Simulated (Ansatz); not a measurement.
The run's input:

```
crystal:
  periodic: [false, false, false]
  atoms:
    - {symbol: B, position_ang: [0.159430, 1.395964, -0.523528]}
    - {symbol: C, position_ang: [0.842579, 0.055662, -0.309137]}
    - {symbol: Cl, position_ang: [2.180089, -0.030105, 0.863145]}
    - {symbol: Ge, position_ang: [-0.710782, -0.987957, 0.451113]}
    - {symbol: H, position_ang: [-0.588815, 1.491685, -1.454579]}
    - {symbol: H, position_ang: [0.271690, 2.288402, 0.260115]}
    - {symbol: H, position_ang: [1.118674, -0.513767, -1.197097]}
    - {symbol: H, position_ang: [-0.091531, -2.274678, 1.004355]}
    - {symbol: H, position_ang: [-1.378525, -0.184487, 1.574446]}
    - {symbol: H, position_ang: [-1.719610, -1.291716, -0.665834]}
basis:
  gaussian: {orbitals: def2-TZVPP}
hamiltonian: {xc: pbe, dispersion: d4}
output: {forces: true, orbitals: {seedname: orbitals}}
```

Launched with:
```bash
ansatz run in.yaml --threads 4 --pin off --events-out ev --progress --plain --max-ram 10444MiB
```

Kohn-Sham orbital energies near the frontier, PBE/def2-TZVPP with the Ansatz code 0.2.0, at a PBE0-D4/def2-TZVP geometry (no frequency check), isolated molecule; empty levels in grey, levels within 0.03 eV side by side.

> Where do the frontier orbitals lie?

HOMO at −6.61 eV, LUMO at −2.54 eV, 4.07 eV apart.

> How far below the HOMO does the next level lie?

0.54 eV.

> List the levels.

```csv
orbital,energy (eV)
LUMO+5,0.89
LUMO+4,0.71
LUMO+3,0.07
LUMO+2,−0.14
LUMO+1,−0.74
LUMO,−2.54
HOMO,−6.61
HOMO−1,−7.15
HOMO−2,−8.10
HOMO−3,−8.60
HOMO−4,−8.65
```

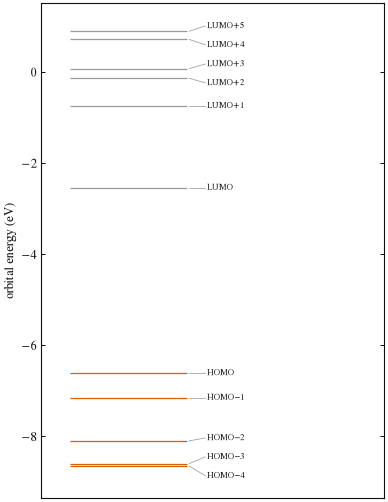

Known limits of this run: no scalar relativity up to krypton; empty levels above zero depend strongly on the basis.
